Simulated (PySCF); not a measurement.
**Two runs on C3H6O2Si**

System: C3H6O2Si, SMILES C1=CO[SiH2]OC1.
Method of run 1: GIAO PBE0/pcSseg-1 NMR shielding, non-relativistic, gas phase (PySCF 2.14.0).

The geometry comes from this level: PBE0-D3(BJ)/def2-SVP. Text and figures count atoms from 1; the logs count them from 0 in places.

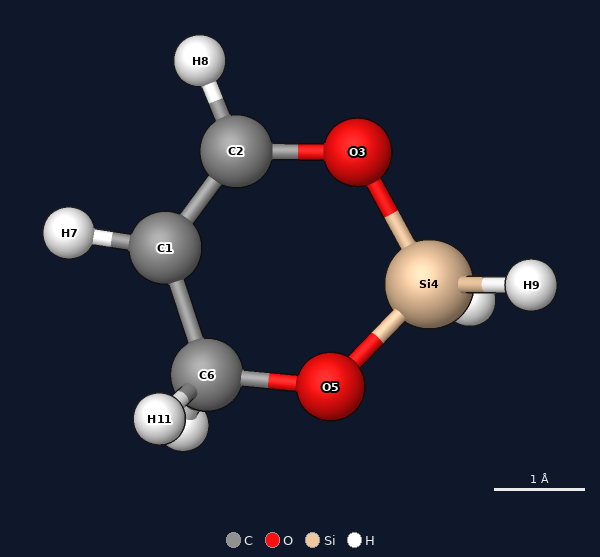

**Figure 1.** The input geometry (ball-and-stick view, seen at a tilt; atoms are numbered from 1 in the order of the input).

**Input file, run 1**
```
{"job": {"kind": "nmr", "xc": "PBE0", "basis": "pcSseg-1", "pop": false}, "charge": 0, "multiplicity": 1}
C     -1.793029    -0.549064    -0.120933
C     -1.616965     0.758195     0.114032
O     -0.437166     1.362089     0.403995
Si     0.981408     0.463393     0.285266
O      0.521328    -1.119759     0.411170
C     -0.718366    -1.593968    -0.070308
H     -2.805071    -0.889524    -0.352972
H     -2.453714     1.462953     0.088061
H      1.873542     0.807330     1.416946
H      1.616441     0.766538    -1.027164
H     -1.036128    -2.417360     0.593950
H     -0.579545    -2.047112    -1.072310
```

The first line tells a small driver script what to run in PySCF; the rest is the geometry in Å.

Command:
```bash
OMP_NUM_THREADS=1 python <driver script> task.json out
```

Hardware: 1 CPU thread, shared host.

**Output (run 1)**
```
coarse grid: 10776 points
cycle   1  E = -557.2666314849  dE =  9.111e-01  |g| = 8.308e-01  |ddm| = 3.185e+00
cycle   2  E = -557.1142724011  dE =  1.524e-01  |g| = 1.242e+00  |ddm| = 1.571e+00
cycle   3  E = -557.3860395242  dE = -2.718e-01  |g| = 1.129e-01  |ddm| = 1.066e+00
cycle   4  E = -557.3880753871  dE = -2.036e-03  |g| = 5.759e-02  |ddm| = 1.248e-01
cycle   5  E = -557.3888424405  dE = -7.671e-04  |g| = 1.796e-02  |ddm| = 5.555e-02
cycle   6  E = -557.3889133642  dE = -7.092e-05  |g| = 4.967e-03  |ddm| = 1.745e-02
cycle   7  E = -557.3889179275  dE = -4.563e-06  |g| = 1.287e-03  |ddm| = 4.145e-03
final grid: 100200 points
cycle   8  E = -557.4448265038  dE = -1.172e-05  |g| = 1.095e-02  |ddm| = 1.948e-02
cycle   9  E = -557.4447974476  dE =  2.906e-05  |g| = 1.673e-02  |ddm| = 1.672e-02
cycle  10  E = -557.4448472609  dE = -4.981e-05  |g| = 1.476e-03  |ddm| = 1.135e-02
cycle  11  E = -557.4448477752  dE = -5.143e-07  |g| = 2.737e-04  |ddm| = 1.346e-03
cycle  12  E = -557.4448477874  dE = -1.225e-08  |g| = 1.324e-04  |ddm| = 3.076e-04
cycle  13  E = -557.4448477913  dE = -3.835e-09  |g| = 2.200e-05  |ddm| = 1.195e-04
cycle  14  E = -557.4448477913  dE = -7.435e-11  |g| = 9.797e-06  |ddm| = 2.247e-05
converged SCF energy = -557.4448477913

GIAO shielding tensors (ppm)
atom      isotropic    diamagn.    paramagn.     s11        s22        s33       span
  0 C       75.505     260.314    -184.809    -22.552    103.238    145.829    168.381
  1 C       34.033     246.259    -212.226    -67.631     61.858    107.871    175.501
  2 O      224.176     398.007    -173.831    152.201    187.600    332.727    180.526
  3 Si     380.617     879.869    -499.252    335.805    395.381    410.665     74.860
  4 O      308.405     397.323     -88.918    245.797    314.103    365.315    119.518
  5 C      119.844     239.180    -119.336     99.303    106.396    153.833     54.530
  6 H       26.908      29.677      -2.769     25.425     27.423     27.876      2.451
  7 H       24.762      28.188      -3.426     21.740     25.564     26.983      5.243
  8 H       26.396      29.014      -2.618     23.359     23.823     32.007      8.648
  9 H       26.127      29.522      -3.395     23.236     23.932     31.212      7.976
 10 H       26.672      26.961      -0.289     22.314     25.904     31.798      9.483
 11 H       26.596      27.857      -1.261     22.428     25.666     31.694      9.266
```

Run 2 used a changed input.

**The two runs side by side**

| quantity | run 1 | run 2 |
| --- | --- | --- |
| outcome | converged | converged |
| total energy (hartree) | −557.444848 | −557.613977 |
| HOMO (eV) | −6.72 | −9.41 |
| LUMO (eV) | 0.48 | 2.80 |
| dipole moment (D) | 1.10 | 1.20 |
| shielding of C1 (ppm) | 75.5 | 77.1 |
| shielding of C2 (ppm) | 34.0 | 33.8 |
| shielding of O3 (ppm) | 224.2 | 241.2 |
| shielding of Si4 (ppm) | 380.6 | 380.2 |
| shielding of O5 (ppm) | 308.4 | 321.8 |
| shielding of C6 (ppm) | 119.8 | 126.4 |
| shielding of H12 (ppm) | 26.6 | 26.9 |
| SCF iterations | 14 | 13 |
| basis functions | 139 | 139 |
| wall time (shared host) | 17 s | 29 s |

What was changed in the input?

The change (lines with − go, lines with + come):
```diff
-"xc": "PBE0"
+"xc": "LC-wPBE"
```

The total energies belong to different methods, so their difference says nothing on which is more stable or more accurate. The HOMO goes from −6.72 to −9.41 eV. The LUMO goes from 0.48 to 2.80 eV. The dipole moment goes from 1.10 to 1.20 D. Of all shieldings, the largest change is that of O3, by +17.1 ppm. The functional changes from PBE0 to LC-wPBE. The SCF takes 13 iterations against 14.

**Output (run 2)**
```
coarse grid: 10776 points
cycle   1  E = -557.3994251582  dE =  1.121e+00  |g| = 8.829e-01  |ddm| = 3.127e+00
cycle   2  E = -557.4006375736  dE = -1.212e-03  |g| = 9.448e-01  |ddm| = 1.061e+00
cycle   3  E = -557.5428536729  dE = -1.422e-01  |g| = 6.792e-02  |ddm| = 5.681e-01
cycle   4  E = -557.5437864327  dE = -9.328e-04  |g| = 3.325e-02  |ddm| = 8.011e-02
cycle   5  E = -557.5440422634  dE = -2.558e-04  |g| = 9.765e-03  |ddm| = 3.414e-02
cycle   6  E = -557.5440633871  dE = -2.112e-05  |g| = 2.700e-03  |ddm| = 9.947e-03
cycle   7  E = -557.5440648958  dE = -1.509e-06  |g| = 9.062e-04  |ddm| = 3.045e-03
final grid: 100200 points
cycle   8  E = -557.6139724919  dE = -3.314e-05  |g| = 5.589e-03  |ddm| = 2.128e-02
cycle   9  E = -557.6139730292  dE = -5.373e-07  |g| = 4.803e-03  |ddm| = 5.539e-03
cycle  10  E = -557.6139769319  dE = -3.903e-06  |g| = 8.101e-04  |ddm| = 2.805e-03
cycle  11  E = -557.6139770282  dE = -9.632e-08  |g| = 1.313e-04  |ddm| = 5.470e-04
cycle  12  E = -557.6139770339  dE = -5.686e-09  |g| = 5.311e-05  |ddm| = 2.024e-04
cycle  13  E = -557.6139770346  dE = -6.748e-10  |g| = 1.562e-05  |ddm| = 5.873e-05
converged SCF energy = -557.6139770346

GIAO shielding tensors (ppm)
atom      isotropic    diamagn.    paramagn.     s11        s22        s33       span
  0 C       77.119     260.521    -183.403    -27.046    106.300    152.101    179.147
  1 C       33.762     246.074    -212.312    -77.534     65.102    113.719    191.252
  2 O      241.238     398.410    -157.172    174.392    205.830    343.492    169.100
  3 Si     380.171     879.866    -499.694    335.218    397.323    407.974     72.756
  4 O      321.832     397.582     -75.750    262.181    327.321    375.995    113.814
  5 C      126.433     238.294    -111.861    105.926    111.723    161.650     55.724
  6 H       26.889      29.745      -2.856     25.268     27.370     28.028      2.761
  7 H       24.824      28.273      -3.449     21.759     25.463     27.251      5.491
  8 H       26.577      29.096      -2.519     23.499     24.047     32.183      8.684
  9 H       26.385      29.660      -3.275     23.453     24.200     31.501      8.048
 10 H       26.914      27.154      -0.240     22.377     26.042     32.322      9.946
 11 H       26.887      28.052      -1.164     22.605     25.829     32.228      9.622
```
